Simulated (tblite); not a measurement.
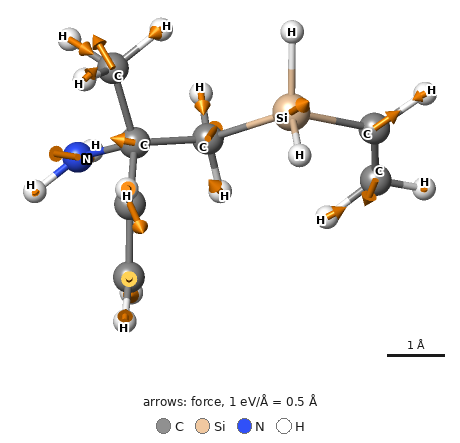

Starting geometry of C7H15NSi with the computed forces as orange arrows. The picture is a ball-and-stick view, seen from a free direction.

These are results of tblite, GFN2-xTB geometry optimisation, gas phase, not measurements. 

What follows when this structure is relaxed?

It isn't relaxed: the largest force vector, on the N atom, is 2.26 eV/Å. The final displacements have little in common with the starting forces (cosine between the two patterns 0.17). After 191 geometry steps the energy has fallen by 78.1 kJ/mol. The atom that moves furthest after the best rigid fit is an H atom (1.39 Å). By element the largest moves are H 1.39 Å, C 0.60 Å, N 0.16 Å, Si 0.13 Å. Near-neighbour distances that change, for instance: C–Si 1.849 → 1.902 Å, C–H 1.137 → 1.086 Å, C–C 1.493 → 1.538 Å, C–N 1.422 → 1.460 Å. Bond angles that change, for instance: H–N–H 118.2° → 108.1°, C–N–H 119.7° → 110.5°, N–C–C 106.7° → 114.3°. Groups turn about C–C by about 45°, C–C by about 45°, C–Si by about 40°.
